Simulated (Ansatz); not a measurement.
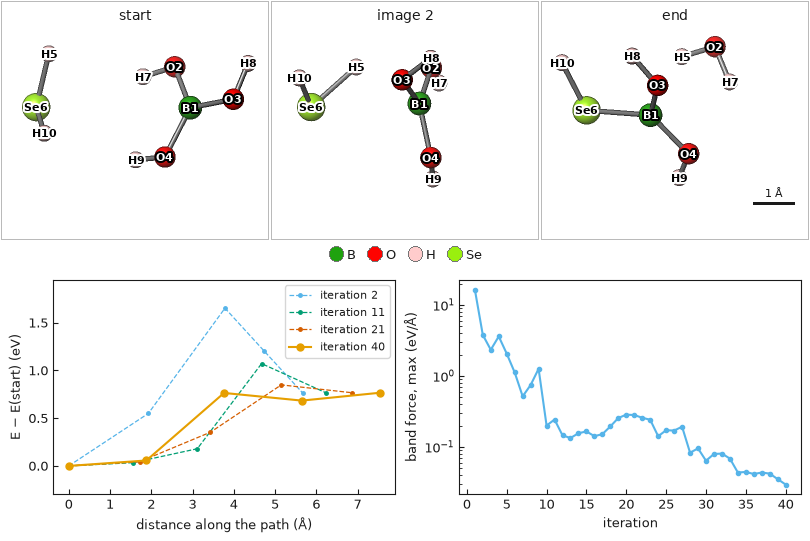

A nudged-elastic-band calculation for BH$_{5}$SeO$_{3}$, made up of BH3O3 and H$_{2}$Se. Images are numbered from 0 (start) to 4 (end). The plot follows the band through its iterations. Style: ball-and-stick. Shown at a tilt.

Computed with RKS PBE/def2-SVP in Ansatz 0.2.0. Settings: 3 movable images; no climbing image; force threshold 0.03 eV/Å; iteration limit 60; starting path through a guess of the saddle point.

### Judge this run.

The run is converged, with reservations. The band converged in 40 iterations. The largest component of the band force went from 17 to 0.029 eV/Å. So few images resolve the path coarsely. The first iteration put the highest image at 4.22 eV. Relative to the start the highest point is image 4 at +0.77 eV and the end lies at +0.77 eV, but the profile dips to +0.68 eV at image 3 on the way, so there is an intermediate minimum on the way.

Limits of the set-up: the start holds two separate molecules, 2.5 Å apart at their closest, whose relative position is a soft coordinate and is computed without a dispersion correction.

The run took 4 min on 2 threads of Arm Neoverse V1, with other jobs on the host, peak memory 0.16 GiB.
